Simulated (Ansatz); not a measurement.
# How fast states decay through CsBe2BBrO3F, part 3 of 3

Aim: relax a made-up compound, CsBe2BBrO3F, and see how good a tunnel barrier it would be. It is built by putting Br for part of the F in the CsBe2BO3F2 structure of space group R32, with the volume rescaled by atomic radii. The parent structure comes from the Materials Project.

Ansatz 0.2.0; PBE DFT, plane waves, PAW files (the session's first sound run).

So far, decay constant at the filling level, zone centre (Å⁻¹): step 4 (decaying states in the gap, plane (001)) 0.417; step 5 (plane (101)) 0.403.

The structure was built from a prototype and need not be the compound's stable phase.

### Step 6. Band edges at another level, cutoff 500 eV

This step: r2SCAN DFT, plane waves, PAW files (Ansatz 0.2.0).

The edges again with r2SCAN, at the same atoms. Against that run the cutoff is 500 eV against 420.

input.yaml

```yaml
crystal:
  lattice:
    - [2.2509984981, 1.2996145888, 8.7791063852]
    - [-2.2509984981, 1.2996145888, 8.7791063852]
    - [0.0, -2.5992291777, 8.7791063852]
  atoms:
    - { symbol: Cs, position: [0.0232664303, 0.0232664303, 0.0232664303] }
    - { symbol: Be, position: [0.8068862553, 0.8068862553, 0.8068862553] }
    - { symbol: Be, position: [0.179476551, 0.179476551, 0.179476551] }
    - { symbol: B, position: [0.4947316895, 0.4947316895, 0.4947316895] }
    - { symbol: O, position: [0.18805202, 0.8029305567, 0.4906754932] }
    - { symbol: O, position: [0.4906754932, 0.18805202, 0.8029305567] }
    - { symbol: O, position: [0.8029305567, 0.4906754932, 0.18805202] }
    - { symbol: F, position: [0.7478531239, 0.7478531239, 0.7478531239] }
    - { symbol: Br, position: [0.2661278801, 0.2661278801, 0.2661278801] }
kpoints:
  mp_grid: { grid: [6, 6, 6] }
  band_path: { path: [VBM, CBM], npoints: 30 }
scf:
  occupations: { method: fixed }
hamiltonian:
  xc: r2scan
output:
  eigenvalues: true
```

The run is started by

```
> ansatz run input.yaml --threads 2 --pin off --max-ram 4096MiB --backend cpu --events-out ev --progress --plain --runs-dir out
```

Numbers of over 12 decimals in the logs are rounded to 6 here.

The program printed:

```text
[...]
Crystal: 9 atoms, lattice volume = 154.096 Å³
Basis set: ecut = 500 eV, 3921 PW (Γ), FFT grids on a1−a3, a2−a3, a3, exchange–correlation on 144×144×288 points (64 copies of the dense FFT grid, shifted against one another)
Bands: 33, of which v1, the nominal top of the filled ones, is band 24 counted from 1 (23 counted from 0)
Symmetry: 3 space group operations
[...]
k-points: 40 of 216 (time reversal used)
[...]
SCF iter   1: F=—  HF=-11350.886487 eV  |F-HF|=—  |Δ(HF+E_count)|=         —  Δρ=5.99e-3  dr2=6.21e-2  dr2_τ=5.38e-1  ethr=1.77e-3  ⟨swp⟩=5.0  Hψ=5493  notcnv=0  defer=270
[...]
SCF iter   8: F=-11351.238896 eV  HF=-11351.238896 eV  |F-HF|=6.11e-9  |Δ(HF+E_count)|=   7.99e-8  Δρ=1.71e-6  dr2=8.23e-9  dr2_τ=6.79e-10  ethr=2.08e-10  ⟨swp⟩=13.5  Hψ=6889  notcnv=0
SCF 1 converged in 8 iterations: F = -11351.238896 eV  dr2 = 8.23e-9
[...]
SCF converged after 8 iterations
Free energy (F): -11351.238896 eV
[...]
Internal energy: -11351.238896 eV  (E = F + TS)
E sigma→0 (E₀):  -11351.238896 eV
Fermi energy:    2.386014 eV
[...]
--- Band table (eV; the first three rows and the last of 40) ---
  k-point 0: bands = [... 20 lower, 0.6743, 1.0914, 2.3788, 2.3788, 7.3782, 8.5671, 9.6840, 10.2322, ... 5 higher]
  k-point 1: bands = [... 20 lower, 0.5201, 1.2051, 2.1685, 2.3415, 7.8557, 8.8570, 9.3594, 10.0721, ... 5 higher]
  k-point 2: bands = [... 20 lower, 0.3477, 1.3443, 1.8190, 2.2693, 8.1491, 9.2423, 9.5964, 10.3362, ... 5 higher]
  k-point 39: bands = [... 20 lower, 0.6731, 0.9757, 2.3812, 2.3812, 7.8890, 8.8969, 9.2032, 9.7178, ... 5 higher]
```

Elapsed: 58 s, on 2 threads of Arm Neoverse V2, shared host; peak memory 0.79 GiB; 1.9 min of CPU time.

This step gave:

- free energy: -11351.2389 eV
- Fermi energy: 2.386 eV
- gap on the k-mesh: 4.992 eV
- gap on path: 4.992 eV, by band count; negative where bands overlap
- direct gap on path: 4.999 eV

Electronic bands along the path, in eV, zero at the Fermi level (highest filled level under fixed occupations); v1 is the highest filled band, c1 the lowest empty one:

```csv
point,v4,v3,v2,v1,c1,c2,c3,c4
VBM,-1.71,-1.36,-0.01,0.00,5.26,6.33,7.09,7.68
CBM,-1.71,-1.29,-0.01,-0.01,4.99,6.18,7.30,7.85
```

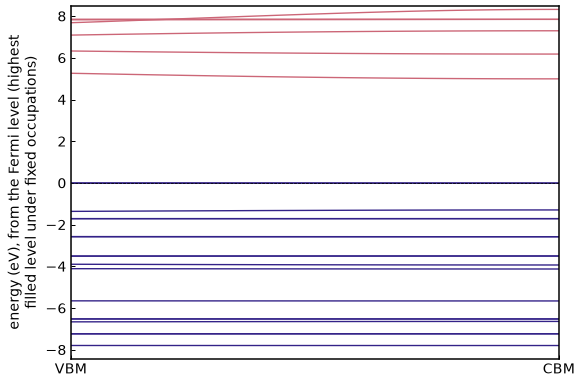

Electronic bands along the path; lines of filled and empty bands in two colours.

The searched edges give 4.99 eV, as on the mesh.

### Step 7. Complex bands at another level, cutoff 500 eV

This step: r2SCAN DFT, plane waves, PAW files; complex bands by layer matching along the plane's normal (Ansatz 0.2.0).

The complex bands at that level, over its own gap, at (0, 0) and (0.5, 0).

input.yaml

```yaml
crystal:
  lattice:
    - [4.501996996, 0.0, 0.0]
    - [2.250998498, 3.898843766, 0.0]
    - [2.250998498, -1.299614589, 8.779106385]
  atoms:
    - { symbol: Cs, position: [0.0465328606, 0.9767335697, 0.9302007091] }
    - { symbol: Be, position: [0.6137725106, 0.1931137447, 0.5793412341] }
    - { symbol: Be, position: [0.358953102, 0.820523449, 0.461570347] }
    - { symbol: B, position: [0.989463379, 0.5052683105, 0.5158049315] }
    - { symbol: O, position: [0.9909825767, 0.1970694433, 0.5183419301] }
    - { symbol: O, position: [0.6787275132, 0.81194798, 0.5183419301] }
    - { symbol: O, position: [0.2936060499, 0.5093245068, 0.5183419301] }
    - { symbol: F, position: [0.4957062478, 0.2521468761, 0.7564406283] }
    - { symbol: Br, position: [0.5322557602, 0.7338721199, 0.2016163597] }
kpoints:
  mp_grid: { grid: [6, 6, 6] }
scf:
  occupations: { method: fixed }
hamiltonian:
  xc: r2scan
output:
  eigenvalues: true
  transmission:
    leads: [[0, 0]]
    kpoints: [[0.0, 0.0], [0.5, 0.0]]
    e_range: [-1.0, 5.99]
    de: 0.14
```

The program printed:

```text
[...]
Crystal: 9 atoms, lattice volume = 154.096 Å³
Basis set: ecut = 500 eV, 3921 PW (Γ), exchange–correlation on 144×144×288 points (64 copies of the dense FFT grid, shifted against one another)
Bands: 33, of which v1, the nominal top of the filled ones, is band 24 counted from 1 (23 counted from 0)
Symmetry: 3 space group operations
[...]
k-points: 40 of 216 (time reversal used)
[...]
SCF iter   1: F=—  HF=-11350.886486 eV  |F-HF|=—  |Δ(HF+E_count)|=         —  Δρ=5.99e-3  dr2=6.21e-2  dr2_τ=5.38e-1  ethr=1.77e-3  ⟨swp⟩=5.0  Hψ=5489  notcnv=0  defer=272
[...]
SCF iter   8: F=-11351.238896 eV  HF=-11351.238896 eV  |F-HF|=6.06e-9  |Δ(HF+E_count)|=   8.08e-8  Δρ=1.70e-6  dr2=8.21e-9  dr2_τ=6.78e-10  ethr=2.08e-10  ⟨swp⟩=13.6  Hψ=7041  notcnv=0
SCF 1 converged in 8 iterations: F = -11351.238896 eV  dr2 = 8.21e-9
[...]
transmission: 13 of 26 steps passed
transmission: 26 of 26 steps passed
SCF converged after 8 iterations
Free energy (F): -11351.238896 eV
[...]
Internal energy: -11351.238896 eV  (E = F + TS)
E sigma→0 (E₀):  -11351.238896 eV
Fermi energy:    2.386013 eV
[...]
--- Band table (eV; the first three rows and the last of 40) ---
  k-point 0: bands = [... 20 lower, 0.6743, 1.0914, 2.3788, 2.3788, 7.3782, 8.5671, 9.6840, 10.2322, ... 5 higher]
  k-point 1: bands = [... 20 lower, 0.6764, 1.0628, 2.3740, 2.3848, 7.4817, 8.6218, 9.6094, 10.2172, ... 5 higher]
  k-point 2: bands = [... 20 lower, 0.6758, 1.0050, 2.3752, 2.3860, 7.7294, 8.7667, 9.3985, 9.9317, ... 5 higher]
  k-point 39: bands = [... 20 lower, 0.1300, 1.4568, 1.7810, 1.9764, 8.8317, 9.6070, 9.9034, 10.4994, ... 5 higher]
--- Transmission ---
  basis      : 187 plane waves across, 13 finite elements along
  points     : 2, as listed
[...]
channels       : 0.000000e0 a spin
[...]
slowest decay  : 0.4375 /Å at (0.0000, 0.0000)
```

Run time: 39 s. Hardware: 2 threads; peak memory 1 GiB; 77 s of CPU time.

Numbers from this step:

| Quantity | Value |
| --- | --- |
| level to which the leads are filled | 2.496 eV from the Fermi level |
| decay constant at the filling level, zone centre | 0.4375 Å⁻¹ |
| decay constant at the filling level, slowest listed point | 0.4375 Å⁻¹ |

K parallel (0, 0); values up to 1.5 1/Å, a degenerate pair printed once or twice; energies at which all values exceed this have no row. Im kz of the slowest decaying states against energy, zero at the highest filled level on the SCF mesh:

```csv
energy (eV),decay 1 (Å⁻¹),decay 2 (Å⁻¹),decay 3 (Å⁻¹),decay 4 (Å⁻¹)
-1.000,0.287,0.588,0.939,1.13
-0.440,0.394,0.540,0.923,1.13
-0.020,0.160,0.431,0.907,1.12
0.540,0.457,0.600,0.881,1.11
0.960,0.465,0.670,0.859,1.09
1.520,0.465,0.722,0.826,1.07
1.940,0.457,0.747,0.798,1.05
2.500,0.437,0.756,0.768,1.02
3.060,0.406,0.710,0.779,0.989
3.480,0.373,0.670,0.782,0.963
4.040,0.312,0.611,0.781,0.925
4.460,0.244,0.559,0.776,0.893
5.020,0.474,0.765,0.847,0.888
5.440,0.391,0.752,0.808,0.851
```

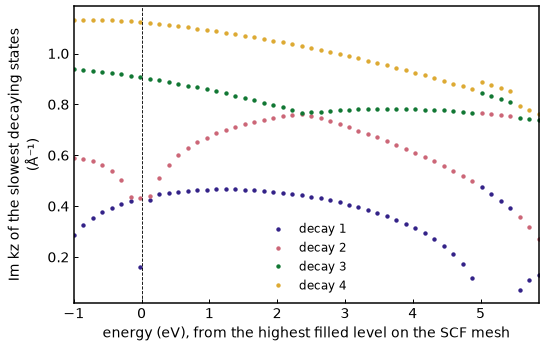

Im kz of the slowest decaying states against energy.

K parallel (0.5, 0); values up to 1.5 1/Å, a degenerate pair printed once or twice; energies at which all values exceed this have no row. The Im kz of the slowest decaying states by energy, zero at the highest filled level on the SCF mesh:

```csv
energy (eV),decay 1 (Å⁻¹),decay 2 (Å⁻¹),decay 3 (Å⁻¹),decay 4 (Å⁻¹)
-1.000,0.504,0.524,0.969,1.32
-0.440,0.431,0.549,1.01,1.17
-0.020,0.468,0.851,1.20,1.38
0.540,0.580,0.858,1.29,1.34
0.960,0.610,0.881,1.31,1.31
1.520,0.631,0.933,1.23,1.31
1.940,0.637,0.833,1.05,1.15
2.500,0.638,0.775,0.947,1.24
3.060,0.632,0.719,0.899,1.23
3.480,0.623,0.671,0.873,1.21
4.040,0.589,0.609,0.843,1.17
4.460,0.512,0.595,0.822,1.15
5.020,0.388,0.566,0.792,1.11
5.440,0.224,0.536,0.768,1.07
```

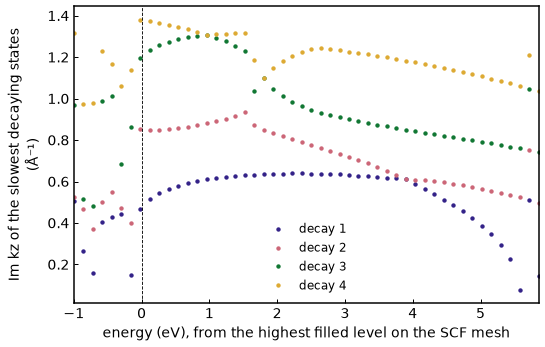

Im kz of the slowest decaying states, plotted against energy.

At the listed wavevectors the last open channel is at -1.00 eV and the next at +5.02 eV on the grid, wider than the gap, since narrow bands can fall between grid energies. At +2.50 eV, the grid energy nearest the filling level (the middle of the gap on the SCF mesh), the slowest state at the listed wavevectors decays with κ = 0.438 Å⁻¹, its amplitude falling by e over 2.3 Å; the first such run, plane (001), gave 0.417 Å⁻¹.

### Step 8. A check of the settings: basis.ecutwfc = "29.4 Ry"

This step: PBE DFT, plane waves, PAW files; complex bands by layer matching along the plane's normal; changed: basis.ecutwfc = "29.4 Ry" (Ansatz 0.2.0).

This run repeats an earlier one, its twin (the complex run, plane (001)), with one setting changed (basis.ecutwfc; files written aside). It is meant to test whether the cutoff is converged. Where the input is shown as a difference, that is against the step before, not the twin.

input.yaml: that of step 7 with these lines changed.

```diff
@@ -20,3 +20,3 @@
 hamiltonian:
-  xc: r2scan
+  xc: pbe
 output:
@@ -26,3 +26,5 @@
     kpoints: [[0.0, 0.0], [0.5, 0.0]]
-    e_range: [-1.0, 5.99]
-    de: 0.14
+    e_range: [-1.0, 5.46]
+    de: 0.13
+basis:
+  ecutwfc: "29.4 Ry"
```

The program printed:

```text
Warning: basis.ecutwfc = 400.007378 eV is below the records' recommended 420 eV, and the density's cutoff is lower with it unless basis.ecutrho_ratio is high enough to keep the records' density cutoff: compare with a run at a higher cutoff
[...]
Crystal: 9 atoms, lattice volume = 154.096 Å³
Basis set: ecut = 400.007378 eV, 2813 PW (Γ)
Bands: 33, of which v1, the nominal top of the filled ones, is band 24 counted from 1 (23 counted from 0)
Symmetry: 3 space group operations
[...]
k-points: 40 of 216 (time reversal used)
[...]
SCF iter   1: F=—  HF=-11318.452992 eV  |F-HF|=—  |Δ(HF+E_count)|=         —  Δρ=1.81e-3  dr2=1.39e-2  ethr=1.77e-3  ⟨swp⟩=5.2  Hψ=5511  notcnv=0  defer=272
[...]
SCF iter   8: F=-11318.450040 eV  HF=-11318.450040 eV  |F-HF|=1.75e-8  |Δ(HF+E_count)|=   4.01e-8  Δρ=2.15e-6  dr2=7.96e-9  ethr=2.08e-10  ⟨swp⟩=3.0  Hψ=3366  notcnv=0
SCF 1 converged in 8 iterations: F = -11318.450040 eV  dr2 = 7.96e-9
[...]
transmission: 14 of 28 steps passed
transmission: 28 of 28 steps passed
SCF converged after 8 iterations
Free energy (F): -11318.450040 eV
[...]
Internal energy: -11318.450040 eV  (E = F + TS)
E sigma→0 (E₀):  -11318.450040 eV
Fermi energy:    2.768728 eV
[...]
--- Band table (eV; the first three rows and the last of 40) ---
  k-point 0: bands = [... 20 lower, 1.1292, 1.4748, 2.7611, 2.7611, 7.2247, 8.4202, 9.3870, 10.0410, ... 5 higher]
  k-point 1: bands = [... 20 lower, 1.1313, 1.4443, 2.7558, 2.7676, 7.3288, 8.4746, 9.3236, 10.0272, ... 5 higher]
  k-point 2: bands = [... 20 lower, 1.1307, 1.3826, 2.7570, 2.7687, 7.5790, 8.6208, 9.1515, 9.6326, ... 5 higher]
  k-point 39: bands = [... 20 lower, 0.5780, 1.8602, 2.1735, 2.3651, 8.7612, 9.4561, 9.6475, 10.1868, ... 5 higher]
--- Transmission ---
  basis      : 151 plane waves across, 14 finite elements along
  points     : 2, as listed
[...]
channels       : 0.000000e0 a spin
[...]
slowest decay  : 0.4166 /Å at (0.0000, 0.0000)
```

It took 25 s on 2 threads; peak memory 0.56 GiB; 40 s of CPU time.

Numbers from this step:

- free energy: -11318.4500 eV
- Fermi energy: 2.769 eV
- gap on the k-mesh: 4.456 eV
- level to which the leads are filled: 2.228 eV from the Fermi level
- decay constant at the filling level, zone centre: 0.4166 Å⁻¹
- decay constant at the filling level, slowest listed point: 0.4166 Å⁻¹

K parallel (0, 0); values up to 1.5 1/Å, a degenerate pair printed once or twice; energies at which all values exceed this have no row. Table of Im kz of the slowest decaying states by energy, zero at the highest filled level on the SCF mesh:

```csv
energy (eV),decay 1 (Å⁻¹),decay 2 (Å⁻¹),decay 3 (Å⁻¹),decay 4 (Å⁻¹)
-1.000,0.280,0.576,0.923,1.11
-0.480,0.380,0.539,0.907,1.11
0.040,0.298,0.423,0.885,1.10
0.560,0.443,0.595,0.858,1.09
0.950,0.448,0.658,0.836,1.07
1.470,0.443,0.707,0.802,1.05
1.990,0.428,0.736,0.763,1.02
2.510,0.402,0.720,0.753,0.996
3.030,0.362,0.671,0.760,0.963
3.550,0.305,0.614,0.761,0.927
3.940,0.240,0.565,0.758,0.898
4.460,0.486,0.748,0.854,0.896
4.980,0.0227,0.380,0.732,0.806
```

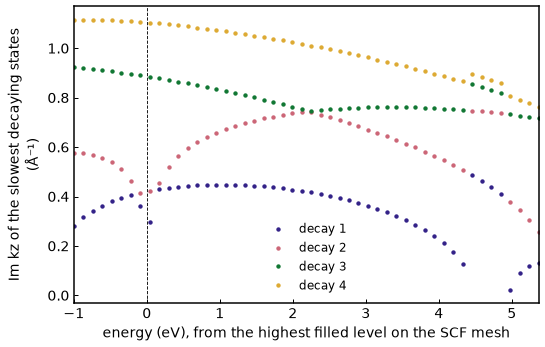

Im kz of the slowest decaying states, plotted against energy.

K parallel (0.5, 0); values up to 1.5 1/Å, a degenerate pair printed once or twice; energies at which all values exceed this have no row. Im kz of the slowest decaying states against energy, zero at the highest filled level on the SCF mesh:

```csv
energy (eV),decay 1 (Å⁻¹),decay 2 (Å⁻¹),decay 3 (Å⁻¹),decay 4 (Å⁻¹)
-1.00,0.473,0.518,0.952,1.32
0.04,0.483,0.850,1.17,1.37
0.95,0.602,0.859,1.28,1.30
1.99,0.625,0.798,1.07,1.13
3.03,0.612,0.680,0.900,1.19
3.94,0.538,0.585,0.840,1.13
4.98,0.243,0.522,0.779,1.05
```

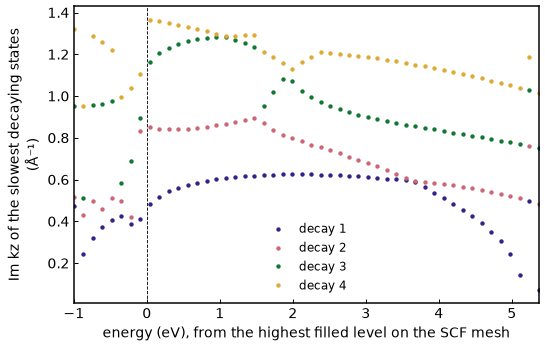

Im kz of the slowest decaying states against energy.

The least decay constant is 0.417 Å⁻¹ against 0.417 Å⁻¹ in the twin: no change within 1 %.

### Step 9. Summary of results

| Item | Value |
| --- | --- |
| band gap | 4.46 eV |
| least decay constant at mid-gap, normal to (001) | 0.417 Å⁻¹ |
| least decay constant at mid-gap, normal to (101) | 0.403 Å⁻¹ |
| least decay constant, r2SCAN | 0.438 Å⁻¹ |

In words: With PBE, the slowest decay at the wavevectors tried is κ = 0.403 Å⁻¹, normal to (101). Through such a film the transmission near mid-gap falls as exp(−2κd), a factor of ten every 2.9 Å. The directions tried decay at nearly the same rate. A free electron under a barrier of half the gap would need a mass of 0.28 mₑ to decay at this rate. With r2SCAN the gap goes from 4.46 to 4.99 eV and the decay constant, over the first 2 listed wavevectors, from 0.417 to 0.438 Å⁻¹. The compound is made up by substitution; its stability against other phases and against distortions of the cell's symmetry was not tested. A semilocal functional narrows gaps, so real decay constants are likely larger.

[Logs are printed without paths, hosts, clocks, repeated set-up lines and the standing remarks that a program may print on its own settings, such as how far it seeks lower states.]

[Hosts, paths, dates, database ids (printed as entryN), source tags and the programs' standing remarks are cut or masked in the printed files.]

[New means built here by substitution; the compound itself may be known and measured.]
